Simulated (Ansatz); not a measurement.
# NH2O+ (triplet): wave-function methods side by side, cc-pVDZ

Aim: climb from Hartree-Fock through coupled cluster and multireference methods for NH2O+ (triplet) at one geometry and basis, and see what each rung misses.

Method: cc-pVDZ, correlated electrons: outside noble gas; program: Ansatz 0.2.0, Gaussian basis.

Plan: UHF; CCSD(T) on ROHF; CCSD(T) on UHF; BCCD(T) on ROHF; CISD; CCSDT(Q) on ROHF; CCSDT(Q) on UHF; CASSCF and MRCISD+Q, 12 electrons in 10 orbitals; CASSCF and NEVPT2, 12 electrons in 10 orbitals.

### 1 The geometry

The geometry is a PBE0/def2-TZVP stationary point (not a proven minimum) of the parent state, kept for this charge and spin.

4 atoms, charge 1, spin multiplicity 3.

Atoms are counted from 1 here; the program's logs count them from 0.

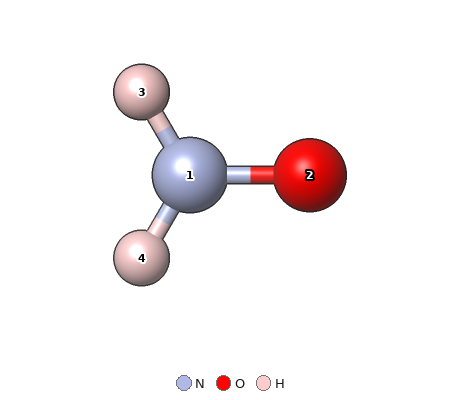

The structure; nitrogen light blue, oxygen red, hydrogen pink; atoms are numbered from 1 in the order of the file.

As a file:

| atom | x (Å) | y (Å) | z (Å) |
| --- | --- | --- | --- |
| N1 | 0.00000 | 0.00000 | 0.59842 |
| O2 | 0.00000 | 0.00000 | -0.66353 |
| H3 | 0.00000 | 0.87622 | 1.10832 |
| H4 | 0.00000 | -0.87622 | 1.10832 |

In the tables R marks a restricted open-shell determinant and U an unrestricted one; 'valence' is the active space of 12 electrons in 10 orbitals; correlation energies count from the lowest restricted Hartree-Fock solution.

### 2 UHF

Contents of in.yaml:

```yaml
crystal:
  periodic: [false, false, false]
  atoms:
    - {symbol: N, position_ang: [0.000000, 0.000000, 0.598418]}
    - {symbol: O, position_ang: [0.000000, 0.000000, -0.663532]}
    - {symbol: H, position_ang: [0.000000, 0.876220, 1.108323]}
    - {symbol: H, position_ang: [0.000000, -0.876220, 1.108323]}
basis:
  gaussian: {orbitals: cc-pVDZ}
total_charge: 1
magnetization: {spin_polarized: true, initial_magnetization: 2}
hamiltonian: {xc: hf}
output: {orbitals: {seedname: orbitals}}
```

Launch:

```bash
$ ansatz run in.yaml --threads 1 --pin off --events-out ev --progress --plain --max-ram 2393MiB
```

After this run come: CCSD(T) on ROHF; CCSD(T) on UHF; BCCD(T) on ROHF; CISD; CCSDT(Q) on ROHF; CCSDT(Q) on UHF; CASSCF and MRCISD+Q, 12 electrons in 10 orbitals; CASSCF and NEVPT2, 12 electrons in 10 orbitals.

Before running them: what should the planned runs give, taken together? Wanted: correlation energy, UCCSDT(Q); RMP2 from UCCSDT(Q); UMP2 from UCCSDT(Q); RCCSD from UCCSDT(Q); RCCSD(T) from UCCSDT(Q); UCCSD(T) from UCCSDT(Q); RCCSDT(Q) from UCCSDT(Q); NEVPT2 valence from UCCSDT(Q); MRCISD+Q valence from UCCSDT(Q).

The runs gave:

| quantity | value |
| --- | --- |
| correlation energy, UCCSDT(Q) | -9.2184 eV |
| RMP2 from UCCSDT(Q) | +928.1 meV |
| UMP2 from UCCSDT(Q) | +979.7 meV |
| RCCSD from UCCSDT(Q) | +260.3 meV |
| RCCSD(T) from UCCSDT(Q) | +41.0 meV |
| UCCSD(T) from UCCSDT(Q) | +39.6 meV |
| RCCSDT(Q) from UCCSDT(Q) | +2.1 meV |
| NEVPT2 valence from UCCSDT(Q) | +1036.7 meV |
| MRCISD+Q valence from UCCSDT(Q) | +42.9 meV |
| levels within 1 kcal/mol (43 meV) | RCCSD(T), UCCSD(T), BCCD(T), RCCSDT, UCCSDT, RCCSDT(Q), MRCISD+Q valence |
| T1 diagnostic | 0.033 |
| effectively unpaired electrons | 2.02 |

**Reading.** RCCSD(T) misses by +41.0 meV, 0.4 % of the correlation energy. One determinant dominates. Of the multireference levels listed MRCISD+Q valence comes nearest (+42.9 meV). These misses are within one basis and frozen core, not against nature; frozen cores of the runs differ by up to some meV.
